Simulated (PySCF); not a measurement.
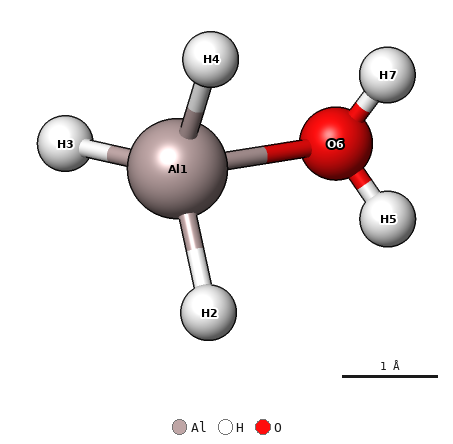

The structure (ball-and-stick view, seen at a tilt; atoms are numbered from 1 in the order of the input). Sticks mark near contacts.

# AlH5O: a changed input and its effect

System: AlH5O.
Method of run A: RKS r2SCAN-D4/def2-TZVPP, density fitting (PySCF 2.14.0).

The geometry comes from this level: PBE0-D4/def2-TZVP. Text and figures count atoms from 1; the logs count them from 0 in places.

Input, run A:
```python
import json, numpy as np
from pyscf import gto, scf, dft, mp, cc
EV, BOHR = 27.211386245988, 0.529177210903
mol = gto.M(atom="""
Al -0.422597 -0.774838 -0.070681
H 0.917764 -1.572360 0.299998
H -1.050312 -0.987614 -1.518230
H -1.405291 -0.369941 1.128551
H 1.411329 0.990433 -0.037655
O 0.466250 1.045647 -0.217092
H 0.085344 1.672909 0.407162
""", basis="def2-tzvpp", charge=0, spin=0, max_memory=8670, verbose=0)
def mean_field(mol, dm=None):
    mf = dft.RKS(mol, xc="r2scan").density_fit()
    mf.conv_tol = 1e-9; mf.grids.level = 4
    mf.kernel(dm0=dm)
    if not mf.converged: mf = mf.newton().run(mf.mo_coeff, mf.mo_occ)
    assert mf.converged
    return mf
def d4(mol):
    from pyscf.dispersion.dftd4 import DFTD4Dispersion
    real = gto.M(atom=[(mol.atom_pure_symbol(i), mol.atom_coord(i)) for i in range(7)], unit='B', charge=mol.charge, spin=None, basis='def2-svp', verbose=0)
    r = DFTD4Dispersion(real, xc="r2scan", atm=True).get_dispersion(grad=True); return r["energy"], r["gradient"]
def energy_and_gradient(mol, dm=None):
    mf = mean_field(mol, dm); e, g = d4(mol)
    return mf, (mf.e_tot + e) * EV, (mf.nuc_grad_method().kernel()[:7] + g) * EV / BOHR
out = {}
mf = mean_field(mol); e = d4(mol)[0]
out.update(energy=(mf.e_tot + e) * EV, converged=True, dispersion=e * EV)
out['s2'] = mf.spin_square()[0]; out['nelec'] = mol.nelec
print(f"Total energy {out['energy']:.6f} eV, <S^2> {out['s2']:.4f}")
json.dump(out, open("out.json", "w"), default=float)
```

Command:
```bash
OMP_NUM_THREADS=4 python run.py
```

Hardware: 4 threads of Arm Neoverse V2, 23 GiB of memory available, shared host.

Output (run A):
```
Total energy -8724.734584 eV, <S^2> 0.0000
```

For run B the input was changed thus:
```diff
-    mf = dft.RKS(mol, xc="r2scan").density_fit()
+    mf = dft.RKS(mol, xc="pbe").density_fit()
-    r = DFTD4Dispersion(real, xc="r2scan", atm=True).get_dispersion(grad=True); return r["energy"], r["gradient"]
+    r = DFTD4Dispersion(real, xc="pbe", atm=True).get_dispersion(grad=True); return r["energy"], r["gradient"]
```

What does this change do to the results?

The total energies belong to different models, so their difference says nothing on which is more stable or more accurate. The functional changes from r2SCAN to PBE. On the same kind of shared host run B took about 0.46 times as long.

Output (run B):
```
Total energy -8720.332935 eV, <S^2> 0.0000
```

The two runs side by side:

```tsv
quantity	run A	run B
outcome	converged	converged
total energy (hartree)	−320.628082	−320.466324
basis functions	143	143
wall time (shared host)	9.3 s	4.3 s
```
